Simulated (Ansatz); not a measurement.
# MgTiS3 in P4/mbm, a phase reached by a soft mode: following an unstable mode, part 3 of 3

Wanted: the energy along a soft mode of MgTiS3 in P4/mbm, a phase reached by a soft mode and the structure at the end.

Ansatz 0.2.0; DFT PBE, scalar-relativistic, plane waves, PAW; PAW set soft_1.

So far. Step 5 (Energy along the mode, all amplitudes (two of the runs …): The lowest of the steps tried is the last one, at 0.6 Å, 23.8 meV/atom below the parent; the bottom of the well need not coincide with a step. Step 7 (The new phase in its own primitive cell): The largest force component left is 0.63 meV/Å and the pressure is -0.002 GPa, within the tolerances set. The cell now holds 21.02 Å³/atom.

The structure was built from a prototype and need not be the compound's stable phase.

### 8. Modes of the new phase

A relaxed structure may still be a saddle point, so its zone-centre modes are computed. No field response is asked, since the mesh shows no gap.

input.yaml reads:

```yaml
crystal:
  lattice:
    - [3.9459657978, 0.0, 0.0]
    - [0.0, 4.6033838911, 5.7856723644]
    - [0.0, -4.6033838911, 5.7856723644]
  atoms:
    - { symbol: Mg, position: [0.0, 0.0427688685, 0.0427688685] }
    - { symbol: Mg, position: [0.0, 0.5147076688, 0.5147076688] }
    - { symbol: Ti, position: [0.5, 0.5395158552, 0.0302163839] }
    - { symbol: Ti, position: [0.5, 0.0302163839, 0.5395158552] }
    - { symbol: S, position: [0.5, 0.2961113163, 0.6309787846] }
    - { symbol: S, position: [0.5, 0.6309787846, 0.2961113163] }
    - { symbol: S, position: [0.5, 0.8829919025, 0.8829919025] }
    - { symbol: S, position: [0.5, 0.1907930702, 0.1907930702] }
    - { symbol: S, position: [0.0, 0.5051254018, 0.8781218253] }
    - { symbol: S, position: [0.0, 0.8781218253, 0.5051254018] }
kpoints:
  mp_grid: { grid: [10, 6, 6] }
hamiltonian:
  xc: pbe
  pseudopotentials: { kind: paw, azcp: { folder: soft_1 } }
scf:
  occupations: { method: methfessel_paxton, width: 0.2 }
output:
  eigenvalues: true
phonons:
  method: dfpt
```

Launch:

```
> ansatz run input.yaml --threads 4 --pin off --max-ram 16384MiB --backend cpu --events-out ev --progress --plain --runs-dir out
```

Numbers of over 12 decimals in the logs are rounded to 6 here.

The log of the run:

```text
[...]
Crystal: 10 atoms, lattice volume = 210.191 Å³
Basis set: ecut = 420 eV, 4113 PW (Γ), exchange–correlation on 54×100×100 points (8 copies of the dense FFT grid, shifted against one another)
Bands: 50, of which v1, the nominal top of the filled ones, is band 40 counted from 1 (39 counted from 0)
Symmetry: 4 space group operations
k-points: 120 of 360 (irreducible under 2 space group operations, time reversal used)
[...]
SCF iter   1: F=—  HF=-14272.182848 eV  |F-HF|=—  |Δ(HF+E_count)|=         —  Δρ=5.56e-2  dr2=1.38e1  ethr=3.10e-3  ⟨swp⟩=6.3  Hψ=25630  notcnv=0
[...]
SCF iter  16: F=-14270.493271 eV  HF=-14270.493271 eV  |F-HF|=7.28e-12  |Δ(HF+E_count)|=    0.00e0  S|Δr|=    0.00e0  Δρ=1.83e-8  dr2=2.45e-12  ethr=1.00e-12  ⟨swp⟩=11.2  Hψ=29871  notcnv=0
SCF 1 converged in 16 iterations: F = -14270.493271 eV  dr2 = 2.45e-12
[...]
SCF converged after 16 iterations
[...]
Free energy (F): -14270.493271 eV
[...]
Internal energy: -14270.519719 eV  (E = F + TS)
E sigma→0 (E₀):  -14270.499883 eV
Entropy (-TS):   0.026448 eV (2.645 meV/atom)
Fermi energy:    6.967777 eV
[...]
--- Band table (eV; the first three rows and the last of 120) ---
  k-point 0: bands = [... 36 lower, 4.9636, 5.0634, 5.2565, 6.2402, 6.9553, 7.3773, 7.8007, 7.8143, ... 6 higher]
  k-point 1: bands = [... 36 lower, 4.8918, 5.1204, 5.3257, 5.9628, 7.0082, 7.4697, 7.7541, 7.8562, ... 6 higher]
  k-point 2: bands = [... 36 lower, 4.8411, 5.1599, 5.4095, 5.4936, 7.1567, 7.5941, 7.6461, 7.9108, ... 6 higher]
  k-point 119: bands = [... 36 lower, 4.3212, 4.7002, 4.8369, 5.4081, 7.1302, 7.1526, 7.2673, 7.5004, ... 6 higher]
[...]
ASR residual: 9.951e-5 → 0.000e0 eV/Å²; symmetrization residual: 6.765e-6 eV/Å²
[...]
```

The job ended after 16 min (4 threads of Arm Neoverse V1, shared host; peak memory 3.9 GiB).

Numbers from this step:

```yaml
sum_rule_residual_before_enforcement: 9.95e-5 eV/Å²
point_group: mm2
highest_optical_mode_at_the_zone_centre_no_lo_to_term: 464.0 cm⁻¹
lowest_optical_zone_centre_mode: 19.51 cm⁻¹
```

Patterns of degenerate modes are one choice out of their space. The modes at Γ (shares of kinetic energy by element, %):

```tsv
mode	frequency (cm⁻¹)	symmetry	Mg %	Ti %	S %
1	0.0	acoustic	14	28	57
2	0.0	acoustic	14	28	57
3	0.0	acoustic	14	28	57
4	19.5	B2	7	76	17
5	42.7	B1	33	0	67
6	54.2	B2	85	5	10
7	102.6	A2	0	56	44
8	105.5	A1	56	24	19
9	112.3	B2	11	4	85
10	121.0	A1	31	1	68
11	125.6	B1	30	26	44
12	129.8	A2	0	6	94
13	149.8	B2	3	25	72
14	158.8	A1	26	13	60
15	162.3	B1	2	6	92
16	172.3	A1	1	24	75
17	211.7	A1	23	7	70
18	215.0	B1	53	3	44
19	222.2	B2	19	1	80
20	229.7	B2	21	2	76
21	242.2	A1	33	25	41
22	259.1	A1	15	16	70
23	259.5	B2	35	0	65
24	274.9	B1	68	0	32
25	312.5	B2	4	7	89
26	321.6	A1	0	15	85
27	388.3	B1	0	37	63
28	390.3	A2	0	37	63
29	460.8	A1	0	46	54
30	464.0	B2	1	51	48
```

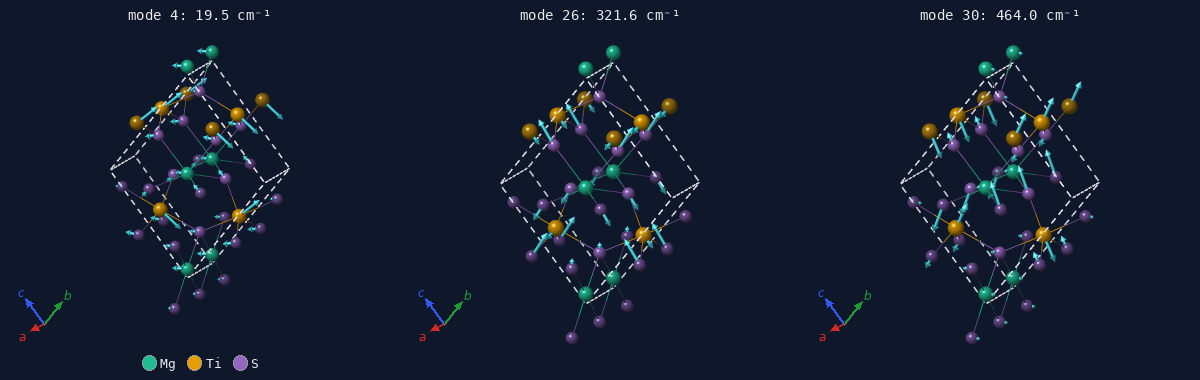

Displacement patterns of modes 4, 26 and 30 at Γ; arrows are exaggerated. Some periodic images of atoms are drawn too.

Before it was imposed, the acoustic sum rule was missed by 1.0e-4 eV/Å². Small misses are needed for a sound result but don't prove that mesh and cutoff are converged. The lowest optical mode is real, 19.5 cm⁻¹.

### 9. The phases reached

The phases reached along the modes that were followed are set side by side.

Energies are those of the first relaxation, on the mesh of the frozen mode; space group, volume and gap are those of the last relaxation. Phases, by row:

```tsv
mode frozen in	space group	energy from parent (meV/atom)	volume (Å³/atom)	gap on mesh (eV)	lowest zone-centre optical mode (cm⁻¹)	largest shift (Å)
parent	P4/mbm	0	19.55	0	–	–
q = (0, 0, 0), 122i cm⁻¹	Pmc2_1	-96.87	21.93	1.108	-21.2	1.093
q = (0, 0, 0), 122i cm⁻¹	Amm2	-81.1	21.02	0	19.5	0.903
```

### 10. Outcome

* unstable mode of the parent: q = (0, 0, 0), 122i cm⁻¹
* depth at the lowest point sampled: 23.8 meV/atom
* largest atomic shift at that point: 0.6 Å
* space group reached (within 0.01 Å): Amm2
* energy gained over the parent (first relaxation, on the mesh of the frozen mode): 81.1 meV/atom
* volume per atom, phase reached: 21.0 Å³
* lowest optical zone-centre mode, phase reached: 19.5 cm⁻¹
* highest optical mode at the zone centre (no LO-TO term), phase reached: 464 cm⁻¹

Along this mode the structure falls into Amm2, 81.1 meV/atom below the parent. At the parent's cell the well is 23.78 meV/atom deep on the steps tried, with its lowest point at a shift of 0.6 Å. That is the last step tried, so the steps alone don't bracket the bottom of the well. Relaxing atoms and cell changes the gain by +57.32 meV/atom against the lowest step (energies at zero smearing). Most of the total comes from this relaxation. The new phase has no imaginary mode at the zone centre of its cell; other wavevectors were not checked. Of the 2 patterns followed to their end from this parent, this one ends 15.8 meV/atom above the lowest, Pmc2_1. Each path keeps the symmetry of its pattern, so a lower phase may lie along a pattern not tried. With no gap, or one that is small against the smearing, the frequencies hang on the k mesh and the smearing, most of all near Kohn anomalies. A semilocal functional can close a gap that the real compound would have, so the metallic treatment may be an artefact of the level. The starting cell was built on a prototype and not taken from a measurement, so the phase need not exist.

[Logs are printed without paths, hosts, clocks, repeated set-up lines and the standing remarks that a program may print on its own settings, such as how far it seeks lower states.]

[Hosts, paths, dates, database ids (printed as entryN), source tags and the programs' standing remarks are cut or masked in the printed files.]
